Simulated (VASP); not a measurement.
Band structure of BaF₂ (fluorite). Method: PBEsol GGA, VASP's PBE PAW potentials (set 64) (plane waves; VASP 6.6.1).

Unless said otherwise, spin-orbit coupling is left out, though it shifts the bands of the heavy elements here.

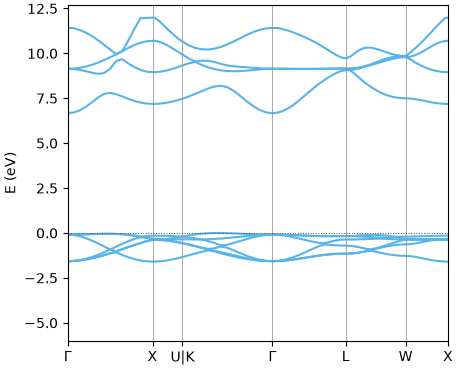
Figure: Bands along high-symmetry lines, zero at the valence-band maximum or, without a gap, the Fermi level

Problem. Read the plot: is there a gap, and where are the band edges?

Solution. The gap is indirect, 6.67 eV, from the valence maximum at K-Γ at 0.43 to the conduction minimum at Γ. (Edges off the drawn lines would not show.)

Measured: gap 10.50 eV (computed value off by -3.83 eV), as given by Andrés Aguado et al., Journal of the Physical Society of Japan (1999), arXiv:cond-mat/9901145.

The compound is BaF2 in the fluorite structure. It was relaxed first.
